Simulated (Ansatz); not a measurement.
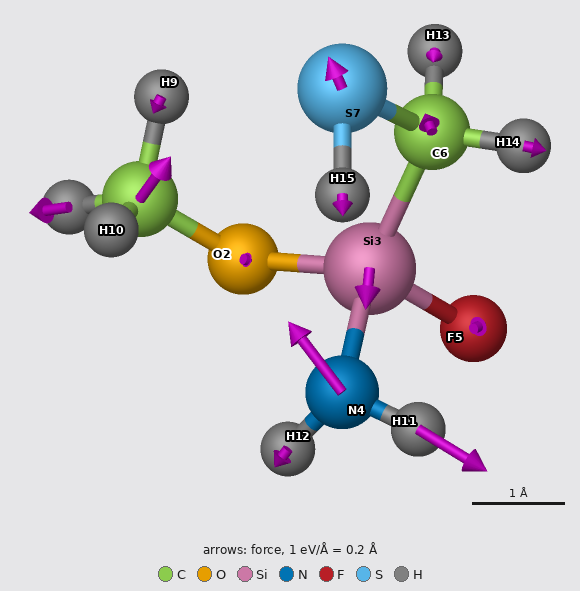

Starting geometry of C$_{2}$H$_{8}$FNOSSi with the computed forces as purple arrows. A ball-and-stick model, seen at a tilt.

The run prepares an end point of a later path (inversion) calculation, from a guessed geometry.

Theory: RKS BLYP-D4/def2-SVP in Ansatz. Settings: no spin polarisation; force threshold 0.015 eV/Å; at most 40 steps.

What follows when this structure is relaxed?

Answer. It isn't relaxed: the largest force vector, on the N atom, is 4.92 eV/Å. The final displacements have little in common with the starting forces (cosine between the two patterns 0.08). The atom that moves furthest after the best rigid fit is an H atom (0.56 Å). Largest moves by element: H 0.56 Å, F 0.39 Å, O 0.28 Å, C 0.20 Å, S 0.20 Å, N 0.12 Å. Among the contacts that change: H–N 0.944 → 1.024 Å, C–H 1.034 → 1.109 Å, N–Si 1.786 → 1.732 Å, C–S 1.813 → 1.863 Å. Among the angles between lasting bonds that change: Si–N–H 104.9° → 119.1°, N–Si–F 100.3° → 114.0°, Si–N–H 107.0° → 119.6°. Groups turn about O–Si by about 20°, N–Si by about 20°. Over 13 accepted moves (14 points after the start) the energy falls by 0.828 eV. Largest force component: 4.6 eV/Å at the start, 0.0084 eV/Å at the end. The line search rejected the trial step at point 5 of the run. The run took 63 s on 2 threads of Intel(R) Xeon(R) Platinum 8259CL CPU @ 2.50GHz (Skylake/Cascade Lake), with other jobs on the host, peak memory 0.25 GiB.
